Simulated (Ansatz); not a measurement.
**SiH2 (singlet): r2SCAN0, wB97M-V over a scan of the distance Si1–H2, cc-pVDZ**

How well do these functionals follow the top wave-function level for SiH2 (singlet) over a scan of the distance Si1–H2?

Computed with Ansatz 0.2.0, Gaussian basis. Level: cc-pVDZ, all electrons in the functionals.

To be run: r2SCAN0, wB97M-V, at 1.223 Å; 1.341 Å; 1.526 Å; 1.673 Å; 1.850 Å; 2.123 Å; 2.461 Å; 2.789 Å; 3.293 Å; 4.139 Å; 5.175 Å.

15 further runs of the same task are left out: 2 for a mislabelled method, 8 that didn't finish, 5 set aside as unsound or not needed.

## 1. What is computed

The geometry derives from a PBE0/def2-TZVP stationary point (not a proven minimum). One bond is set to the value named and the two fragments are kept rigid.

3 atoms, charge 0, spin multiplicity 1.

Atoms are counted from 1 here; the program's logs count them from 0.

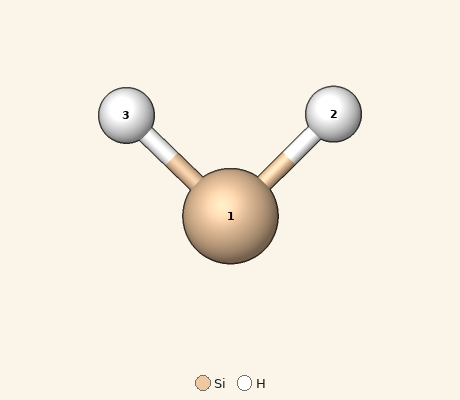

The structure; silicon light orange, hydrogen white; atoms are numbered from 1 in the order of the file.

No dispersion term is added; wB97M-V holds VV10 nonlocal correlation.

The geometry shown and the zero of energy belong to the point 1.526 Å. The yardstick, FCI, and other wave-function levels (R restricted, U unrestricted, valence and pair active spaces) come from earlier runs.

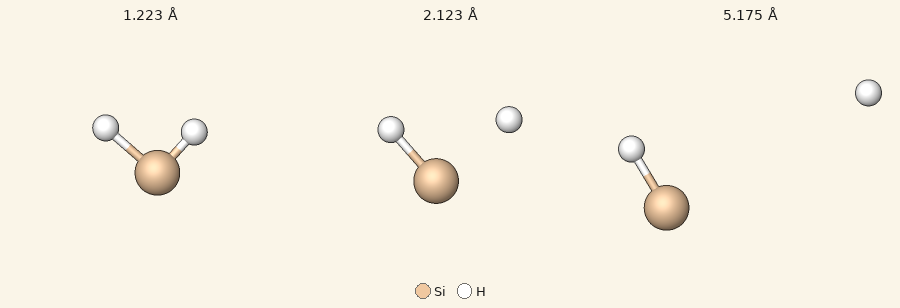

Three points of the scan; sticks are drawn by distance.

## 2. r2SCAN0, 1.223 Å

Contents of in.yaml:

```yaml
crystal:
  periodic: [false, false, false]
  atoms:
    - {symbol: Si, position_ang: [0.000000, -0.064390, -0.007238]}
    - {symbol: H, position_ang: [0.000000, 0.791252, -0.881084]}
    - {symbol: H, position_ang: [0.000000, 1.002914, 1.082774]}
basis:
  gaussian: {orbitals: cc-pVDZ}
magnetization: {spin_polarized: true, initial_magnetization: 0}
hamiltonian: {xc: {name: r2SCAN0}}
```

Started as:

```console
ansatz run in.yaml --threads 1 --pin off --events-out ev --progress --plain --max-ram 2393MiB
```

Log:

```text
Functional definition: r2SCAN0
  name "r2SCAN0"
  cite "Bursch, Neugebauer, Ehlert & Grimme, J. Chem. Phys. 156, 134105 (2022) doi:10.1063/5.0086040"
  cite "Furness, Kaplan, Ning, Perdew & Sun, J. Phys. Chem. Lett. 11, 8208 (2020) doi:10.1021/acs.jpclett.0c02405"
  cite "Furness, Kaplan, Ning, Perdew & Sun, J. Phys. Chem. Lett. 11, 9248 (2020) doi:10.1021/acs.jpclett.0c03077"
  parent r2scan
  parameter a = 0.25
  parameter k0 = 0.174
  parameter k1 = 0.065
  parameter a1 = 4.9479
  exchange = (1 - a)*r2scan_x(k0 = k0, k1 = k1, a1 = a1) + a*exact_x
  correlation = r2scan_c
271 factors; integrals over basis functions are off by at most 1.1e-3 eV
mean field evaluation 1: about -7905.3406 eV, gradient 5.2e0 eV
mean field evaluation 2: about -7905.5330 eV, gradient 1.6e0 eV
mean field evaluation 4: about -7905.5554 eV, gradient 2.0e-1 eV
mean field evaluation 8: about -7905.5544 eV, gradient 5.2e-3 eV
mean field evaluation 16: about -7905.5977 eV, gradient 5.8e-2 eV
mean field evaluation 32: about -7905.5544 eV, gradient 3.9e-6 eV
mean field -7905.59802548 eV, -290.5253688297 hartree, gradient 1.6e-5 eV, S^2 0.305371; 4 other end points of the search recorded, 0 dependent functions left out
reference -7905.59803214 eV, -290.5253690743 hartree; 8, 8 occupied and 20, 20 virtual orbitals, 271 factors
Total energy: -7905.59803214 eV, -290.5253690743 hartree
```

It took 2.5 s on 1 thread of Arm Neoverse V1, shared host.

From the report: ⟨S²⟩ of the determinant 0.305 (pure singlet: 0.00).

## 3. r2SCAN0, 1.341 Å

Contents of in.yaml:

```yaml
crystal:
  periodic: [false, false, false]
  atoms:
    - {symbol: Si, position_ang: [0.000000, -0.067154, -0.004415]}
    - {symbol: H, position_ang: [0.000000, 0.871043, -0.962573]}
    - {symbol: H, position_ang: [0.000000, 1.000150, 1.085597]}
basis:
  gaussian: {orbitals: cc-pVDZ}
magnetization: {spin_polarized: true, initial_magnetization: 0}
hamiltonian: {xc: {name: r2SCAN0}}
```

Same command.

Log (excerpt; [...] marks lines left out):

```text
Functional definition: r2SCAN0
  name "r2SCAN0"
  cite "Bursch, Neugebauer, Ehlert & Grimme, J. Chem. Phys. 156, 134105 (2022) doi:10.1063/5.0086040"
  cite "Furness, Kaplan, Ning, Perdew & Sun, J. Phys. Chem. Lett. 11, 8208 (2020) doi:10.1021/acs.jpclett.0c02405"
  cite "Furness, Kaplan, Ning, Perdew & Sun, J. Phys. Chem. Lett. 11, 9248 (2020) doi:10.1021/acs.jpclett.0c03077"
  parent r2scan
[...]
271 factors; integrals over basis functions are off by at most 1.1e-3 eV
[...]
mean field -7906.38611237 eV, -290.5543304885 hartree, gradient 2.6e-5 eV, S^2 0.272036; 4 other end points of the search recorded, 0 dependent functions left out
reference -7906.38611901 eV, -290.5543307326 hartree; 8, 8 occupied and 20, 20 virtual orbitals, 271 factors
Total energy: -7906.38611901 eV, -290.5543307326 hartree
```

Run time: 2.5 s. Hardware: 1 thread of Arm Neoverse V1, shared host.

From the report: ⟨S²⟩ of the determinant 0.272 (pure singlet: 0.00).

## 4. r2SCAN0, 1.526 Å

Contents of in.yaml:

```yaml
crystal:
  periodic: [false, false, false]
  atoms:
    - {symbol: Si, position_ang: [0.000000, -0.071477, 0.000000]}
    - {symbol: H, position_ang: [0.000000, 0.995827, -1.090012]}
    - {symbol: H, position_ang: [0.000000, 0.995827, 1.090012]}
basis:
  gaussian: {orbitals: cc-pVDZ}
magnetization: {spin_polarized: true, initial_magnetization: 0}
hamiltonian: {xc: {name: r2SCAN0}}
```

Same command.

Log (excerpt; [...] marks lines left out):

```text
Functional definition: r2SCAN0
  name "r2SCAN0"
  cite "Bursch, Neugebauer, Ehlert & Grimme, J. Chem. Phys. 156, 134105 (2022) doi:10.1063/5.0086040"
  cite "Furness, Kaplan, Ning, Perdew & Sun, J. Phys. Chem. Lett. 11, 8208 (2020) doi:10.1021/acs.jpclett.0c02405"
  cite "Furness, Kaplan, Ning, Perdew & Sun, J. Phys. Chem. Lett. 11, 9248 (2020) doi:10.1021/acs.jpclett.0c03077"
  parent r2scan
[...]
271 factors; integrals over basis functions are off by at most 1.3e-3 eV
[...]
mean field -7906.74340095 eV, -290.5674606017 hartree, gradient 2.6e-5 eV, S^2 0.220031; 4 other end points of the search recorded, 0 dependent functions left out
reference -7906.74340756 eV, -290.5674608446 hartree; 8, 8 occupied and 20, 20 virtual orbitals, 271 factors
Total energy: -7906.74340756 eV, -290.5674608446 hartree
```

Wall time 2.6 s (1 thread of Arm Neoverse V1, shared host).

From the report: ⟨S²⟩ of the determinant 0.220 (pure singlet: 0.00).

## 5. r2SCAN0, 1.673 Å

Contents of in.yaml:

```yaml
crystal:
  periodic: [false, false, false]
  atoms:
    - {symbol: Si, position_ang: [0.000000, -0.074932, 0.003528]}
    - {symbol: H, position_ang: [0.000000, 1.095541, -1.191848]}
    - {symbol: H, position_ang: [0.000000, 0.992372, 1.093540]}
basis:
  gaussian: {orbitals: cc-pVDZ}
magnetization: {spin_polarized: true, initial_magnetization: 0}
hamiltonian: {xc: {name: r2SCAN0}}
```

The command is unchanged.

Log (excerpt; [...] marks lines left out):

```text
Functional definition: r2SCAN0
  name "r2SCAN0"
  cite "Bursch, Neugebauer, Ehlert & Grimme, J. Chem. Phys. 156, 134105 (2022) doi:10.1063/5.0086040"
  cite "Furness, Kaplan, Ning, Perdew & Sun, J. Phys. Chem. Lett. 11, 8208 (2020) doi:10.1021/acs.jpclett.0c02405"
  cite "Furness, Kaplan, Ning, Perdew & Sun, J. Phys. Chem. Lett. 11, 9248 (2020) doi:10.1021/acs.jpclett.0c03077"
  parent r2scan
[...]
272 factors; integrals over basis functions are off by at most 1.1e-3 eV
[...]
mean field -7906.61066798 eV, -290.5625827551 hartree, gradient 2.3e-5 eV, S^2 0.180223; 4 other end points of the search recorded, 0 dependent functions left out
reference -7906.61067462 eV, -290.5625829992 hartree; 8, 8 occupied and 20, 20 virtual orbitals, 272 factors
Total energy: -7906.61067462 eV, -290.5625829992 hartree
```

It took 2.5 s on 1 thread of Arm Neoverse V1, shared host.

From the report: ⟨S²⟩ of the determinant 0.180 (pure singlet: 0.00).

From 1.526 Å: +3.1 kcal/mol.

## 6. r2SCAN0, 1.850 Å

Contents of in.yaml:

```yaml
crystal:
  periodic: [false, false, false]
  atoms:
    - {symbol: Si, position_ang: [0.000000, -0.079078, 0.007763]}
    - {symbol: H, position_ang: [0.000000, 1.215228, -1.314081]}
    - {symbol: H, position_ang: [0.000000, 0.988226, 1.097775]}
basis:
  gaussian: {orbitals: cc-pVDZ}
magnetization: {spin_polarized: true, initial_magnetization: 0}
hamiltonian: {xc: {name: r2SCAN0}}
```

Same command.

Log (excerpt; [...] marks lines left out):

```text
Functional definition: r2SCAN0
  name "r2SCAN0"
  cite "Bursch, Neugebauer, Ehlert & Grimme, J. Chem. Phys. 156, 134105 (2022) doi:10.1063/5.0086040"
  cite "Furness, Kaplan, Ning, Perdew & Sun, J. Phys. Chem. Lett. 11, 8208 (2020) doi:10.1021/acs.jpclett.0c02405"
  cite "Furness, Kaplan, Ning, Perdew & Sun, J. Phys. Chem. Lett. 11, 9248 (2020) doi:10.1021/acs.jpclett.0c03077"
  parent r2scan
[...]
272 factors; integrals over basis functions are off by at most 1.2e-3 eV
[...]
mean field -7906.22276666 eV, -290.5483276444 hartree, gradient 2.0e-5 eV, S^2 0.136571; 4 other end points of the search recorded, 0 dependent functions left out
reference -7906.22277335 eV, -290.5483278904 hartree; 8, 8 occupied and 20, 20 virtual orbitals, 272 factors
Total energy: -7906.22277335 eV, -290.5483278904 hartree
```

Wall time 2.6 s (1 thread of Arm Neoverse V1, shared host).

From the report: ⟨S²⟩ of the determinant 0.137 (pure singlet: 0.00).

From 1.526 Å: +12.0 kcal/mol.

## 7. r2SCAN0, 2.123 Å

Contents of in.yaml:

```yaml
crystal:
  periodic: [false, false, false]
  atoms:
    - {symbol: Si, position_ang: [0.000000, -0.085474, 0.014294]}
    - {symbol: H, position_ang: [0.000000, 1.399830, -1.502611]}
    - {symbol: H, position_ang: [0.000000, 0.981830, 1.104306]}
basis:
  gaussian: {orbitals: cc-pVDZ}
magnetization: {spin_polarized: true, initial_magnetization: 0}
hamiltonian: {xc: {name: r2SCAN0}}
```

Launched as before.

Log (excerpt; [...] marks lines left out):

```text
Functional definition: r2SCAN0
  name "r2SCAN0"
  cite "Bursch, Neugebauer, Ehlert & Grimme, J. Chem. Phys. 156, 134105 (2022) doi:10.1063/5.0086040"
  cite "Furness, Kaplan, Ning, Perdew & Sun, J. Phys. Chem. Lett. 11, 8208 (2020) doi:10.1021/acs.jpclett.0c02405"
  cite "Furness, Kaplan, Ning, Perdew & Sun, J. Phys. Chem. Lett. 11, 9248 (2020) doi:10.1021/acs.jpclett.0c03077"
  parent r2scan
[...]
272 factors; integrals over basis functions are off by at most 1.5e-3 eV
[...]
mean field -7905.45372070 eV, -290.5200657268 hartree, gradient 6.2e-6 eV, S^2 0.082443; 5 other end points of the search recorded, 0 dependent functions left out
reference -7905.45372744 eV, -290.5200659745 hartree; 8, 8 occupied and 20, 20 virtual orbitals, 272 factors
Total energy: -7905.45372744 eV, -290.5200659745 hartree
```

Run time: 3.2 s. Hardware: 1 thread of Arm Neoverse V1, shared host.

From the report: ⟨S²⟩ of the determinant 0.082 (pure singlet: 0.00).

From 1.526 Å: +29.7 kcal/mol.

## 8. r2SCAN0, 2.461 Å

Contents of in.yaml:

```yaml
crystal:
  periodic: [false, false, false]
  atoms:
    - {symbol: Si, position_ang: [0.000000, -0.093392, 0.022381]}
    - {symbol: H, position_ang: [0.000000, 1.628385, -1.736028]}
    - {symbol: H, position_ang: [0.000000, 0.973912, 1.112393]}
basis:
  gaussian: {orbitals: cc-pVDZ}
magnetization: {spin_polarized: true, initial_magnetization: 0}
hamiltonian: {xc: {name: r2SCAN0}}
```

Same command.

Log (excerpt; [...] marks lines left out):

```text
Functional definition: r2SCAN0
  name "r2SCAN0"
  cite "Bursch, Neugebauer, Ehlert & Grimme, J. Chem. Phys. 156, 134105 (2022) doi:10.1063/5.0086040"
  cite "Furness, Kaplan, Ning, Perdew & Sun, J. Phys. Chem. Lett. 11, 8208 (2020) doi:10.1021/acs.jpclett.0c02405"
  cite "Furness, Kaplan, Ning, Perdew & Sun, J. Phys. Chem. Lett. 11, 9248 (2020) doi:10.1021/acs.jpclett.0c03077"
  parent r2scan
[...]
272 factors; integrals over basis functions are off by at most 1.0e-3 eV
[...]
mean field -7904.54616850 eV, -290.4867137987 hartree, gradient 1.1e-6 eV, S^2 0.285640; 7 other end points of the search recorded, 0 dependent functions left out
reference -7904.54617552 eV, -290.4867140567 hartree; 8, 8 occupied and 20, 20 virtual orbitals, 272 factors
Total energy: -7904.54617552 eV, -290.4867140567 hartree
```

It took 4.1 s on 1 thread of Arm Neoverse V1, shared host.

From the report: ⟨S²⟩ of the determinant 0.286 (pure singlet: 0.00).

From 1.526 Å: +50.7 kcal/mol.

## 9. r2SCAN0, 2.789 Å

Contents of in.yaml:

```yaml
crystal:
  periodic: [false, false, false]
  atoms:
    - {symbol: Si, position_ang: [0.000000, -0.101076, 0.030229]}
    - {symbol: H, position_ang: [0.000000, 1.850178, -1.962540]}
    - {symbol: H, position_ang: [0.000000, 0.966228, 1.120241]}
basis:
  gaussian: {orbitals: cc-pVDZ}
magnetization: {spin_polarized: true, initial_magnetization: 0}
hamiltonian: {xc: {name: r2SCAN0}}
```

Launched as before.

Log (excerpt; [...] marks lines left out):

```text
Functional definition: r2SCAN0
  name "r2SCAN0"
  cite "Bursch, Neugebauer, Ehlert & Grimme, J. Chem. Phys. 156, 134105 (2022) doi:10.1063/5.0086040"
  cite "Furness, Kaplan, Ning, Perdew & Sun, J. Phys. Chem. Lett. 11, 8208 (2020) doi:10.1021/acs.jpclett.0c02405"
  cite "Furness, Kaplan, Ning, Perdew & Sun, J. Phys. Chem. Lett. 11, 9248 (2020) doi:10.1021/acs.jpclett.0c03077"
  parent r2scan
[...]
273 factors; integrals over basis functions are off by at most 1.0e-3 eV
[...]
mean field -7904.07028641 eV, -290.4692254544 hartree, gradient 6.0e-6 eV, S^2 0.641739; 6 other end points of the search recorded, 0 dependent functions left out
reference -7904.07029383 eV, -290.4692257271 hartree; 8, 8 occupied and 20, 20 virtual orbitals, 273 factors
Total energy: -7904.07029383 eV, -290.4692257271 hartree
```

Wall time 4.2 s (1 thread of Arm Neoverse V1, shared host).

From the report: ⟨S²⟩ of the determinant 0.642 (pure singlet: 0.00). The determinant is far from a pure spin state, so its energy mixes those of several spin states (harmless only where they are near-degenerate, as at dissociation).

From 1.526 Å: +61.6 kcal/mol.

## 10. r2SCAN0, 3.293 Å

Contents of in.yaml:

```yaml
crystal:
  periodic: [false, false, false]
  atoms:
    - {symbol: Si, position_ang: [0.000000, -0.112883, 0.042287]}
    - {symbol: H, position_ang: [0.000000, 2.190982, -2.310595]}
    - {symbol: H, position_ang: [0.000000, 0.954421, 1.132299]}
basis:
  gaussian: {orbitals: cc-pVDZ}
magnetization: {spin_polarized: true, initial_magnetization: 0}
hamiltonian: {xc: {name: r2SCAN0}}
```

Same command.

Log (excerpt; [...] marks lines left out):

```text
Functional definition: r2SCAN0
  name "r2SCAN0"
  cite "Bursch, Neugebauer, Ehlert & Grimme, J. Chem. Phys. 156, 134105 (2022) doi:10.1063/5.0086040"
  cite "Furness, Kaplan, Ning, Perdew & Sun, J. Phys. Chem. Lett. 11, 8208 (2020) doi:10.1021/acs.jpclett.0c02405"
  cite "Furness, Kaplan, Ning, Perdew & Sun, J. Phys. Chem. Lett. 11, 9248 (2020) doi:10.1021/acs.jpclett.0c03077"
  parent r2scan
[...]
274 factors; integrals over basis functions are off by at most 1.0e-3 eV
[...]
mean field -7903.71650584 eV, -290.4562242582 hartree, gradient 3.0e-6 eV, S^2 0.860755; 6 other end points of the search recorded, 0 dependent functions left out
reference -7903.71651374 eV, -290.4562245483 hartree; 8, 8 occupied and 20, 20 virtual orbitals, 274 factors
Total energy: -7903.71651374 eV, -290.4562245483 hartree
```

Run time: 3.7 s. Hardware: 1 thread of Arm Neoverse V1, shared host.

From the report: ⟨S²⟩ of the determinant 0.861 (pure singlet: 0.00). The determinant is far from a pure spin state, so its energy mixes those of several spin states (harmless only where they are near-degenerate, as at dissociation).

From 1.526 Å: +69.8 kcal/mol.

## 11. r2SCAN0, 4.139 Å

Contents of in.yaml:

```yaml
crystal:
  periodic: [false, false, false]
  atoms:
    - {symbol: Si, position_ang: [0.000000, -0.132702, 0.062528]}
    - {symbol: H, position_ang: [0.000000, 2.763046, -2.894830]}
    - {symbol: H, position_ang: [0.000000, 0.934602, 1.152540]}
basis:
  gaussian: {orbitals: cc-pVDZ}
magnetization: {spin_polarized: true, initial_magnetization: 0}
hamiltonian: {xc: {name: r2SCAN0}}
```

Launched as before.

Log (excerpt; [...] marks lines left out):

```text
Functional definition: r2SCAN0
  name "r2SCAN0"
  cite "Bursch, Neugebauer, Ehlert & Grimme, J. Chem. Phys. 156, 134105 (2022) doi:10.1063/5.0086040"
  cite "Furness, Kaplan, Ning, Perdew & Sun, J. Phys. Chem. Lett. 11, 8208 (2020) doi:10.1021/acs.jpclett.0c02405"
  cite "Furness, Kaplan, Ning, Perdew & Sun, J. Phys. Chem. Lett. 11, 9248 (2020) doi:10.1021/acs.jpclett.0c03077"
  parent r2scan
[...]
274 factors; integrals over basis functions are off by at most 1.1e-3 eV
[...]
mean field -7903.52269043 eV, -290.4491016733 hartree, gradient 2.2e-6 eV, S^2 0.984880; 6 other end points of the search recorded, 0 dependent functions left out
reference -7903.52269919 eV, -290.4491019952 hartree; 8, 8 occupied and 20, 20 virtual orbitals, 274 factors
Total energy: -7903.52269919 eV, -290.4491019952 hartree
```

Wall time 4 s (1 thread of Arm Neoverse V1, shared host).

From the report: ⟨S²⟩ of the determinant 0.985 (pure singlet: 0.00). The determinant is far from a pure spin state, so its energy mixes those of several spin states (harmless only where they are near-degenerate, as at dissociation).

From 1.526 Å: +74.3 kcal/mol.

## 12. r2SCAN0, 5.175 Å

Contents of in.yaml:

```yaml
crystal:
  periodic: [false, false, false]
  atoms:
    - {symbol: Si, position_ang: [0.000000, -0.156972, 0.087314]}
    - {symbol: H, position_ang: [0.000000, 3.463587, -3.610276]}
    - {symbol: H, position_ang: [0.000000, 0.910332, 1.177326]}
basis:
  gaussian: {orbitals: cc-pVDZ}
magnetization: {spin_polarized: true, initial_magnetization: 0}
hamiltonian: {xc: {name: r2SCAN0}}
```

Same command.

Log (excerpt; [...] marks lines left out):

```text
Functional definition: r2SCAN0
  name "r2SCAN0"
  cite "Bursch, Neugebauer, Ehlert & Grimme, J. Chem. Phys. 156, 134105 (2022) doi:10.1063/5.0086040"
  cite "Furness, Kaplan, Ning, Perdew & Sun, J. Phys. Chem. Lett. 11, 8208 (2020) doi:10.1021/acs.jpclett.0c02405"
  cite "Furness, Kaplan, Ning, Perdew & Sun, J. Phys. Chem. Lett. 11, 9248 (2020) doi:10.1021/acs.jpclett.0c03077"
  parent r2scan
[...]
272 factors; integrals over basis functions are off by at most 1.1e-3 eV
[...]
mean field -7903.48353842 eV, -290.4476628633 hartree, gradient 4.3e-6 eV, S^2 1.007427; 7 other end points of the search recorded, 0 dependent functions left out
reference -7903.48354810 eV, -290.4476632193 hartree; 8, 8 occupied and 20, 20 virtual orbitals, 272 factors
Total energy: -7903.48354810 eV, -290.4476632193 hartree
```

Wall time 5.5 s (1 thread of Arm Neoverse V1, shared host).

From the report: ⟨S²⟩ of the determinant 1.007 (pure singlet: 0.00). The determinant is far from a pure spin state, so its energy mixes those of several spin states (harmless only where they are near-degenerate, as at dissociation).

From 1.526 Å: +75.2 kcal/mol.

## 13. wB97M-V, 1.223 Å

Contents of in.yaml:

```yaml
crystal:
  periodic: [false, false, false]
  atoms:
    - {symbol: Si, position_ang: [0.000000, -0.064390, -0.007238]}
    - {symbol: H, position_ang: [0.000000, 0.791252, -0.881084]}
    - {symbol: H, position_ang: [0.000000, 1.002914, 1.082774]}
basis:
  gaussian: {orbitals: cc-pVDZ}
magnetization: {spin_polarized: true, initial_magnetization: 0}
hamiltonian: {xc: {name: wB97M-V}}
output: {orbitals: {seedname: orbitals}}
```

Launched as before.

Log (excerpt; [...] marks lines left out):

```text
Functional definition: wB97M-V
  name "wB97M-V"
  cite "Mardirossian & Head-Gordon, J. Chem. Phys. 144, 214110 (2016) doi:10.1063/1.4952647"
  cite "Becke, J. Chem. Phys. 107, 8554 (1997) doi:10.1063/1.475007"
  cite "Vydrov & Van Voorhis, J. Chem. Phys. 133, 244103 (2010) doi:10.1063/1.3521275"
  # Of w^i u^j: cxij and so on, Table III.
[...]
  gx(w, u) = 1 - cx + cx01*u + cx10*w
  gss(w, u) = css00 + css04*u^4 + css10*w + css20*w^2 + css43*w^4*u^3
  gos(w, u) = cos00 + cos10*w + (cos20 + cos21*u)*w^2 + (cos60 + cos61*u)*w^6
[...]
      + integral(e_c_pw_mod_opposite_spin*gos(b97_w_opposite, b97_u_opposite)) + vv10(b, c)
271 factors; integrals over basis functions are off by at most 1.1e-3 eV
103 factors; integrals over basis functions are off by at most 7.5e-6 eV
[...]
mean field -7905.88193308 eV, -290.5358022415 hartree, gradient 8.2e-6 eV, S^2 0.000000; 1 other end points of the search recorded, 0 dependent functions left out
reference -7905.88196217 eV, -290.5358033103 hartree; 8, 8 occupied and 20, 20 virtual orbitals, 271 factors
Total energy: -7905.88196217 eV, -290.5358033103 hartree
```

Wall time 2.1 s (1 thread of Arm Neoverse V1, shared host).

From the report: ⟨S²⟩ of the determinant 0.000 (pure singlet: 0.00).

## 14. wB97M-V, 1.341 Å

Contents of in.yaml:

```yaml
crystal:
  periodic: [false, false, false]
  atoms:
    - {symbol: Si, position_ang: [0.000000, -0.067154, -0.004415]}
    - {symbol: H, position_ang: [0.000000, 0.871043, -0.962573]}
    - {symbol: H, position_ang: [0.000000, 1.000150, 1.085597]}
basis:
  gaussian: {orbitals: cc-pVDZ}
magnetization: {spin_polarized: true, initial_magnetization: 0}
hamiltonian: {xc: {name: wB97M-V}}
output: {forces: true, orbitals: {seedname: orbitals}}
```

Launched as before.

Log (excerpt; [...] marks lines left out):

```text
Functional definition: wB97M-V
  name "wB97M-V"
  cite "Mardirossian & Head-Gordon, J. Chem. Phys. 144, 214110 (2016) doi:10.1063/1.4952647"
  cite "Becke, J. Chem. Phys. 107, 8554 (1997) doi:10.1063/1.475007"
  cite "Vydrov & Van Voorhis, J. Chem. Phys. 133, 244103 (2010) doi:10.1063/1.3521275"
  # Of w^i u^j: cxij and so on, Table III.
[...]
  gx(w, u) = 1 - cx + cx01*u + cx10*w
  gss(w, u) = css00 + css04*u^4 + css10*w + css20*w^2 + css43*w^4*u^3
  gos(w, u) = cos00 + cos10*w + (cos20 + cos21*u)*w^2 + (cos60 + cos61*u)*w^6
[...]
      + integral(e_c_pw_mod_opposite_spin*gos(b97_w_opposite, b97_u_opposite)) + vv10(b, c)
271 factors; integrals over basis functions are off by at most 1.1e-3 eV
103 factors; integrals over basis functions are off by at most 7.4e-6 eV
[...]
mean field -7906.67287476 eV, -290.5648688120 hartree, gradient 8.2e-6 eV, S^2 0.000000; 1 other end points of the search recorded, 0 dependent functions left out
[...]
reference -7906.67290395 eV, -290.5648698849 hartree; 8, 8 occupied and 20, 20 virtual orbitals, 271 factors
Total energy: -7906.67290395 eV, -290.5648698849 hartree
Atom 0 at     0.000000    -0.067154    -0.004415 Å, force     0.000000    -3.105977     3.072211 eV/Å
Atom 1 at     0.000000     0.871043    -0.962573 Å, force     0.000000     3.052621    -3.193047 eV/Å
Atom 2 at     0.000000     1.000150     1.085597 Å, force     0.000000     0.053355     0.120836 eV/Å
Dipole moment:     0.000000     0.088866    -0.065120 e Å
```

Wall time 2.4 s (1 thread of Arm Neoverse V1, shared host).

From the report: ⟨S²⟩ of the determinant 0.000 (pure singlet: 0.00).

[end of part 1 of 2]
